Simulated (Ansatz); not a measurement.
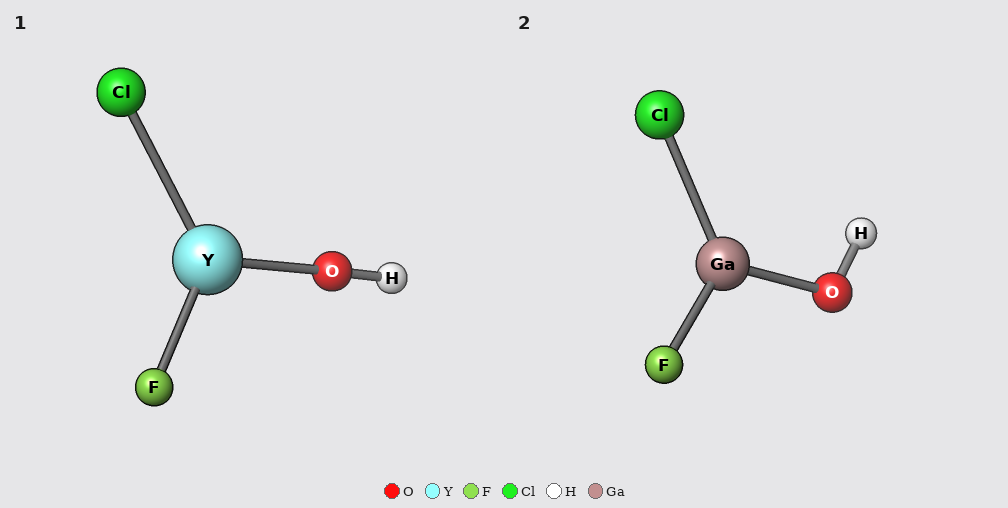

2 molecules with one skeleton, seen from the same side and at one scale. Each species is neutral and a spin singlet. Computed geometries: PBE0-D4/def2-TZVP optimisations, one conformation each. Properties computed with Ansatz 0.2.0. Elements past Kr carry core potentials.

One atom differs, called X below: Y in panel 1, Ga in panel 2. Their formulas are ClFHOY (`[OH][Y]([F])[Cl]`), ClFGaHO (`[OH][Ga]([F])[Cl]`).

In which is the dipole moment larger (PBE-D4/def2-TZVPP)?

In panel 1 (X = Y).

In which is the length of X–F larger (PBE0-D4/def2-TZVP)?

In panel 1 (X = Y).

Give the values. With PBE0-D4/def2-TZVP: length of X–Cl (Å), length of X–F (Å), length of X–O (Å), angle O–X–Cl (°). With revPBE-D4/def2-TZVPP: HOMO energy (Kohn–Sham orbital) (eV), HOMO–LUMO gap (eV). With PBE-D4/def2-TZVPP: dipole moment (D).

```csv
quantity,1 (Y),2 (Ga),2 − 1
length of X–Cl (Å),2.480,2.115,−0.365
length of X–F (Å),1.992,1.733,−0.259
length of X–O (Å),1.994,1.761,−0.233
angle O–X–Cl (°),121.4,124.1,+2.7
HOMO energy (Kohn–Sham orbital) (eV),−7.13,−7.97,−0.84
HOMO–LUMO gap (eV),4.30,5.50,+1.20
dipole moment (D),2.85,2.16,−0.69
```
